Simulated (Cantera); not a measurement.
A closed system holds: 1 mol Si, a varied amount of NF3, held at 748 K and 0.210 bar.

These are equilibrium values from Cantera (NASA tables, ideal gas, pure condensed phases), not measurements of a reactor. Candidate condensed phases: Si, Si3N4; 16 gas species. Equilibrium is a limit: real reactors are often held back by kinetics, nucleation or transport.

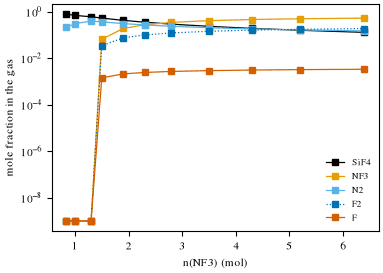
Figure: Equilibrium gas composition (values under 1e-9 drawn at 1e-9)

Question: Read off the mole fractions at 2.8 mol NF3.

Answer: NF3 about 0.35, SiF4 about 0.29, N2 about 0.24, F2 about 0.12, F about 0.0027.
